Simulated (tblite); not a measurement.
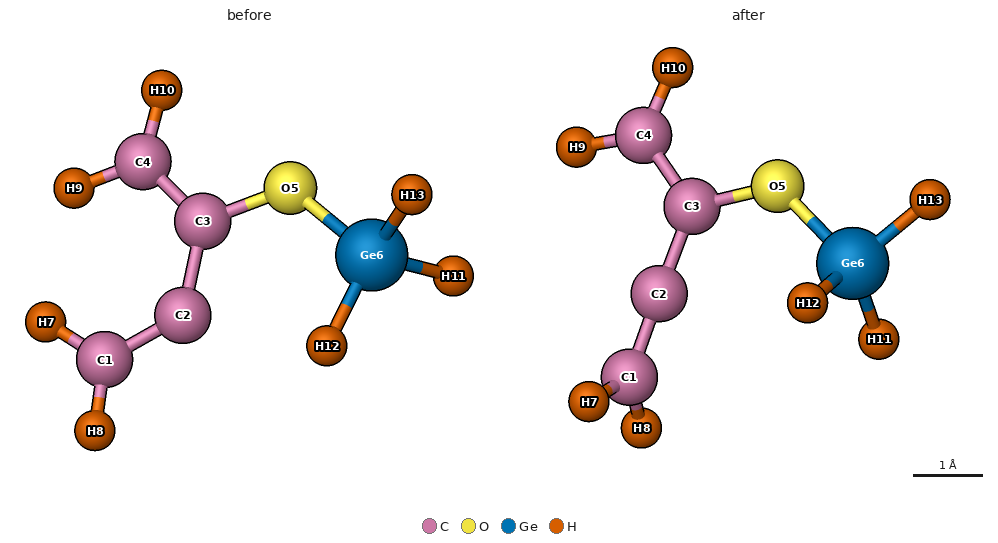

The structure of C₄H₇GeO (multiplicity 2) before (left) and after (right) a relaxation, at one scale.

A ball-and-stick model, seen at a tilt.

Theory: GFN2-xTB geometry optimisation, gas phase in tblite 0.8.0. 

Question: Summarise the run.

Answer: Over 150 geometry steps the energy falls by 18.0 kcal/mol. H7 moves most after the best rigid fit: 1.81 Å. Largest moves by element: H 1.81 Å, C 0.52 Å, Ge 0.30 Å, O 0.30 Å. Among the contacts that change: C2–Ge6 3.015 → 3.097 Å, Ge6–H13 1.569 → 1.488 Å, C2–C3 1.428 → 1.355 Å, Ge6–H11 1.569 → 1.502 Å. Among the angles between lasting bonds that change: C1–C2–C3 128.3° → 178.9°, O5–Ge6–H13 109.5° → 99.5°, H11–Ge6–H13 107.0° → 113.4°. Groups turn about O5–Ge6 by about 55°.
